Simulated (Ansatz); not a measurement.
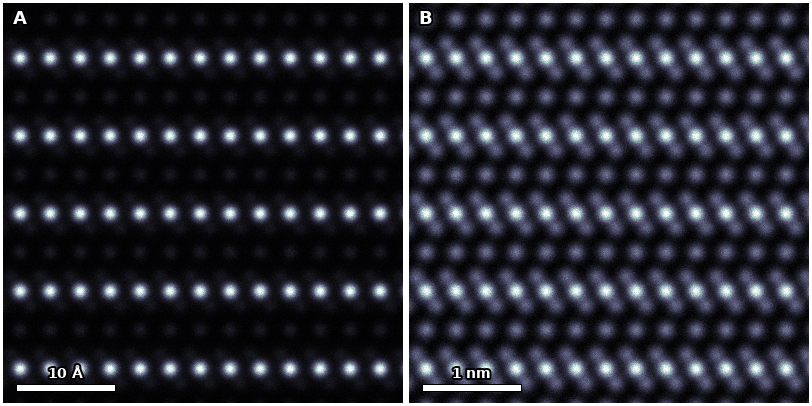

Two simulated images of the same area of KTaP$_{2}$ (P-3m1, No. 164) along [100], with a probe of 1.14 Å. One is incoherent Z contrast (Z^1.7 per atom), the other the projected potential of neutral atoms blurred by the probe (iDPC-like, thin sample). Brightness is counted from the darkest point of the image. Shot noise was added. Structure: coordinates from a relaxation with DFT PBE, scalar-relativistic, plane waves, PAW in Ansatz; the starting structure was generated, so it need not be a known form of this composition.

Question: Which panel is which, and how can one tell?

Answer: A is the Z-contrast image and B the potential image. The columns of 1 P per repeat reach about 9 % of the brightest peak (1 Ta) in A but about 40 % in B, mainly since the potential grows much more slowly with atomic number. The P columns show clearly in B alone.
